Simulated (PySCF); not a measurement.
# Ways to converge the SCF of AlGa (triplet)

Do solver options change the result for AlGa (triplet), or only the number of cycles?

Method: each script names its method and basis; program: PySCF 2.14.0.

## (1) Starting geometry

AlGa (triplet): 2 atoms, charge 0, spin multiplicity 3.

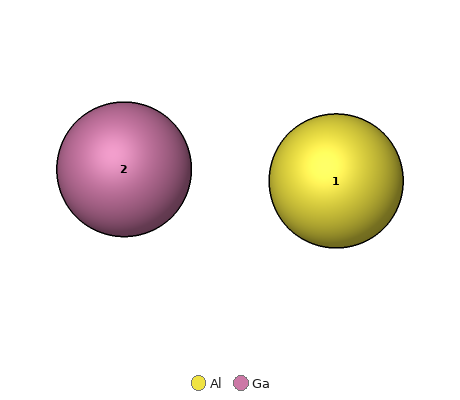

Start geometry, drawn with aluminium yellow, gallium pink; atoms are numbered from 1 in the order of the file.

## (2) The base run

input.py

```python
from pyscf import gto, scf

mol = gto.M(
    atom='Al 0 0 0; Ga 0 0 2.28',
    basis='lanl2dz',
    ecp={'Al': 'lanl2dz', 'Ga': 'lanl2dz'},
    charge=0,
    spin=2,
    verbose=4,
)
mf = scf.UHF(mol)
mf.kernel()
mf.stability(internal=True, external=True)
mf.dip_moment()
print('orbital energies (hartree):', [e[max(0, n-3):n+3].round(4) for e, n in zip(mf.mo_energy, mol.nelec)])
```

The run is started by

```console
$ OMP_NUM_THREADS=1 python input.py
```

The log of this run is left out.

Base result: E(SCF) = -3.806779 Eh, 13 cycles, ⟨S²⟩ = 2.006, μ = 0.25 D, internal unstable; real -> complex stable; UHF/UKS -> GHF/GKS unstable.

The bond length is a typed value, not an optimised one. A lower solution of the same kind exists, so this energy is an upper bound. The triplet is typed in the script; nothing here shows that it is the ground state.

## (3) Second-order solver on

Variant 1 changes second-order solver: off → on.

input.py

```python
from pyscf import gto, scf

mol = gto.M(
    atom='Al 0 0 0; Ga 0 0 2.28',
    basis='lanl2dz',
    ecp={'Al': 'lanl2dz', 'Ga': 'lanl2dz'},
    charge=0,
    spin=2,
    verbose=4,
)
mf = scf.UHF(mol)
mf = mf.newton()
mf.kernel()
mf.stability(internal=True, external=True)
mf.dip_moment()
print('orbital energies (hartree):', [e[max(0, n-3):n+3].round(4) for e, n in zip(mf.mo_energy, mol.nelec)])
```

The run is started by

```console
$ OMP_NUM_THREADS=1 python input.py
```

## (4) DIIS space 4

Variant 2 changes DIIS space: default → 4.

input.py, as its differences from that of step 2:

```diff
@@ -11,2 +11,3 @@
 mf = scf.UHF(mol)
+mf.diis_space = 4
 mf.kernel()
```

## (5) Initial guess atom

Variant 3 changes initial guess: minao → atom.

input.py, as its differences from that of step 2:

```diff
@@ -11,2 +11,3 @@
 mf = scf.UHF(mol)
+mf.init_guess = 'atom'
 mf.kernel()
```

## (6) Damping 0.8

Variant 4 changes damping: none → 0.8.

input.py, as its differences from that of step 2:

```diff
@@ -11,2 +11,4 @@
 mf = scf.UHF(mol)
+mf.damp = 0.8
+mf.diis_start_cycle = 8
 mf.kernel()
```

## (7) Convergence threshold 1e-11 hartree

Variant 5 changes convergence threshold: default → 1e-11 hartree.

input.py, as its differences from that of step 2:

```diff
@@ -11,2 +11,3 @@
 mf = scf.UHF(mol)
+mf.conv_tol = 1e-11
 mf.kernel()
```

## (8) Damping 0.5

Variant 6 changes damping: none → 0.5.

input.py, as its differences from that of step 2:

```diff
@@ -11,2 +11,4 @@
 mf = scf.UHF(mol)
+mf.damp = 0.5
+mf.diis_start_cycle = 8
 mf.kernel()
```

What does the calculation give? Wanted: for each run, E(SCF); from base; gap, α spin; SCF dipole; after the SCF.

The runs gave:

```
                                run  E(SCF) (hartree)  from base (eV)   cycles  gap, α spin (eV)  SCF dipole (D)                           after the SCF
                               base         -3.806779               0       13              6.14            0.25  unstable: internal, UHF/UKS -> GHF/GKS
             second-order solver on         -3.806779          0.0000  3 macro              6.14            0.25  unstable: internal, UHF/UKS -> GHF/GKS
                       DIIS space 4         -3.806779          0.0000       16              6.14            0.25  unstable: internal, UHF/UKS -> GHF/GKS
                 initial guess atom         -3.806779          0.0000       13              6.14            0.25  unstable: internal, UHF/UKS -> GHF/GKS
                        damping 0.8         -3.806779          0.0000       19              6.14            0.25  unstable: internal, UHF/UKS -> GHF/GKS
convergence threshold 1e-11 hartree         -3.806779          0.0000       15              6.14            0.25  unstable: internal, UHF/UKS -> GHF/GKS
                        damping 0.5         -3.806779          0.0000       18              6.14            0.25  unstable: internal, UHF/UKS -> GHF/GKS
```

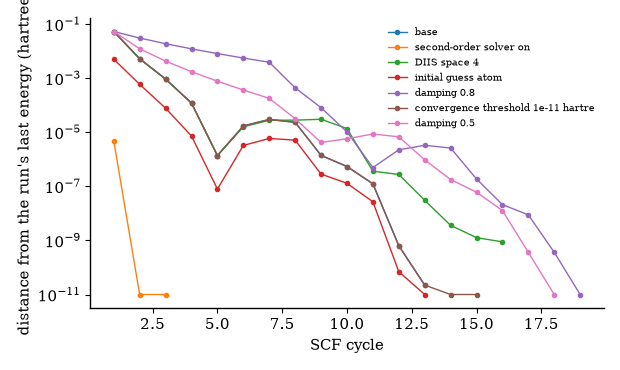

Convergence of the SCF energy, run by run.

In words: With second-order solver on or DIIS space 4 or initial guess atom or damping 0.8 or convergence threshold 1e-11 hartree or damping 0.5 the SCF ends at the base energy. The base needs 13 cycles and the run with damping 0.8 needs 19.
